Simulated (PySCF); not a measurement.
# C$_{4}$H$_{3}$N$_{2}$Si (SMILES N#CC1=CC=N[SiH]1) (doublet): what the fields show

```csv
atom,x (Å),y (Å),z (Å)
N,3.2492,0.3876,0.0695
C,2.1044,0.2587,0.0451
C,0.7242,0.1457,0.0170
C,0.0023,-1.0419,-0.0519
C,-1.3944,-0.8438,-0.0657
N,-1.8823,0.3942,-0.0149
Si,-0.5853,1.4750,0.0596
H,0.4534,-2.0188,-0.0898
H,-2.0976,-1.6606,-0.1178
H,-0.5649,2.9086,0.1263
```

Geometry: GFN2-xTB.

Computed with PySCF, UKS B3LYP, pcH-1 on C H N Si, non-relativistic, mean-field spin-orbit, GIAO.

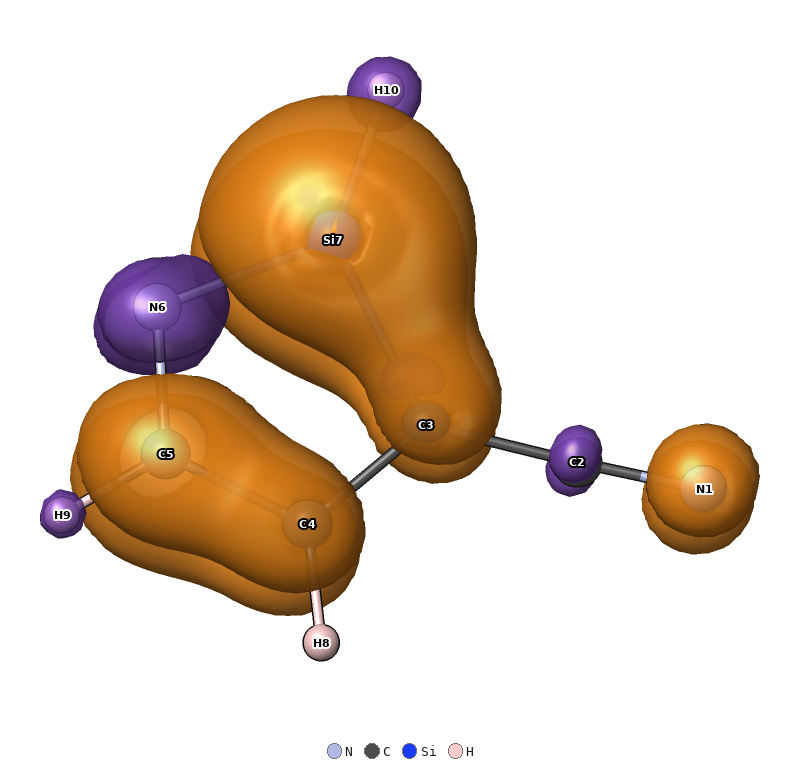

Figure 1. Isosurfaces of the spin density at +0.015 (orange) and −0.015 e/Å³ (purple), seen at a tilt.

> Describe the spin distribution.

The unpaired spin (1 electron) lies mostly on Si7 (about 0.5), C5 (about 0.2), C4 (about 0.1) and C3 (about 0.1), in electrons by Hirshfeld's partition.

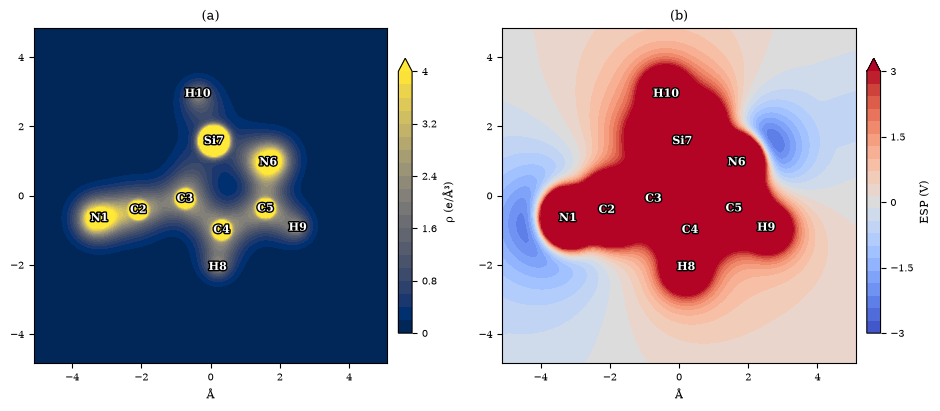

Figure 2. (a) electron density; (b) electrostatic potential on the molecular plane.

> Interpret the plot.

- The section cuts through N, C, Si and H sites.
- C–N (1.15 Å): ρ at the midpoint is about 3.5 e/Å³.
- C–C (1.39 Å): ρ at the midpoint is about 2 e/Å³.
- Si–N (1.69 Å): ρ at the midpoint is about 1.2 e/Å³.
- C–Si (1.87 Å): ρ is about 0.91 e/Å³ halfway.
- C–H (1.08 Å): ρ at the midpoint is about 2.1 e/Å³.
- Outside the dense part of the molecule the potential is most negative (−2.4 V) near N6.

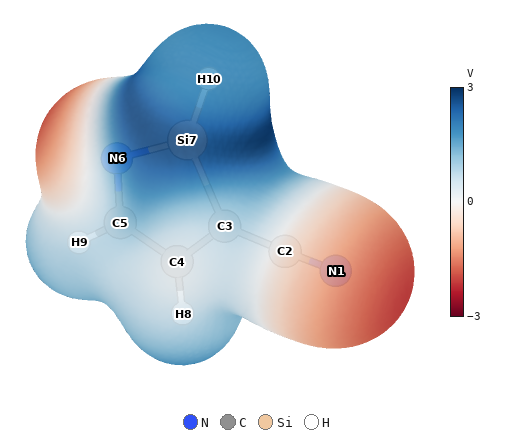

Figure 3. The molecular electrostatic potential painted on the density surface at 0.004 e/bohr³, seen at a tilt; red is negative and blue positive.

> Where is the surface potential most negative and most positive?

The most negative region (about −2.1 V) lies over N1, the most positive (about +2.9 V) over Si7. N1 is the likeliest acceptor of a hydrogen bond.
